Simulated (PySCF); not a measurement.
System: B₂H₁₁N₃Si₂ (SMILES BNB(N)[SiH2]N[SiH3]).

The calculation's input:

```
{"job": {"kind": "uv", "xc": "B3LYP", "basis": "def2-SVPD", "nstates": 8, "ntriplets": 3}, "charge": 0, "multiplicity": 1}
B     -1.602161     2.021524     0.081122
N     -2.100617     0.811305    -0.399234
B     -1.491997    -0.496731    -0.402024
N     -2.277418    -1.539501    -0.896485
Si     0.326222    -0.861725     0.234297
N      1.477320     0.081923    -0.677418
Si     3.201823     0.012325    -0.664676
H     -2.259571     2.991007    -0.008463
H     -0.538610     2.056576     0.570599
H     -3.032563     0.838792    -0.796640
H     -1.958968    -2.490885    -0.952122
H     -3.218547    -1.426833    -1.241795
H      0.783417    -2.255309     0.017046
H      0.570281    -0.659917     1.683797
H      1.098856     0.944872    -1.034495
H      3.579675    -1.393688    -0.784479
H      3.794558     0.577654     0.555452
H      3.639541     0.794929    -1.825659
```

Run with:

```sh
OMP_NUM_THREADS=1 python probes_run.py task.json out
```

Geometry: GFN2-xTB.

Theory: B3LYP/def2-SVPD, SCF density, gas phase (PySCF).

### What can the converged electron density and electron localisation function tell about the bonding?

B–N (1.39 Å): ρ is about 2 e/Å³ halfway; the ELF peaks at about 0.95 between the atoms, as expected for a short, strongly polar bond.
Si–B (1.96 Å): the density is about 0.88 e/Å³ at the midpoint; the ELF peaks at about 1 between the atoms: a covalent bond.
N–H (1.00 Å): the density is about 2.9 e/Å³ at the midpoint; the ELF climbs to about 1 towards the hydrogen, as it does in any bond to H; a covalent bond by its length.
B–N (1.44 Å): ρ at the midpoint is about 1.8 e/Å³; the ELF peaks at about 0.95 between the atoms; a polar covalent bond.

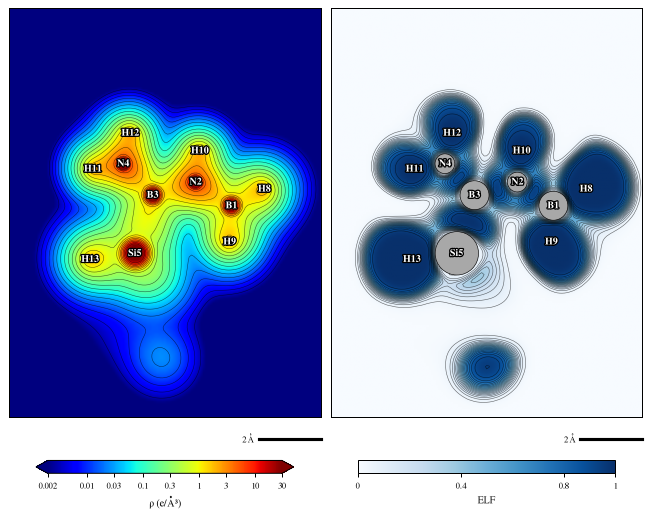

Computed electron density and electron localisation function on the plane of atoms B3, N4 and H12, in this order. Grey discs cover the atomic cores in the ELF map. 
